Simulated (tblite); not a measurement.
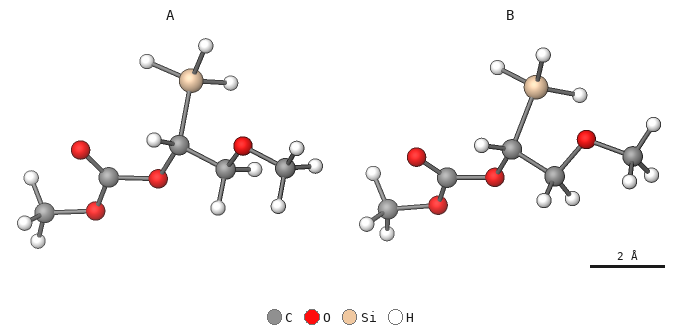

Two geometries of C₅H₁₂O₄Si, drawn at one scale. One is the start of a relaxation, the other its converged end. A ball-and-stick model, seen at a tilt.

Theory: GFN2-xTB geometry optimisation, gas phase in tblite 0.8.0. 

**Which of the two is the end point?**

Structure B is the relaxed one. The atom that moves furthest after the best rigid fit is an H atom (1.35 Å). By element the largest moves are H 1.35 Å, C 0.61 Å, O 0.42 Å, Si 0.41 Å. Some distances before and after: O–Si 3.310 → 2.604 Å, C–O 1.363 → 1.323 Å, C–O 1.230 → 1.200 Å, H–Si 1.485 → 1.456 Å. Among the angles between lasting bonds that change: Si–C–H 105.6° → 111.8°, O–C–C 111.3° → 105.3°, H–Si–H 109.1° → 114.6°. Groups turn about C–C by about 45°. After 137 geometry steps the energy has fallen by 6.91 kcal/mol. Cost: 1.8 s on 1 thread of Intel(R) Xeon(R) Platinum 8488C (shared host).
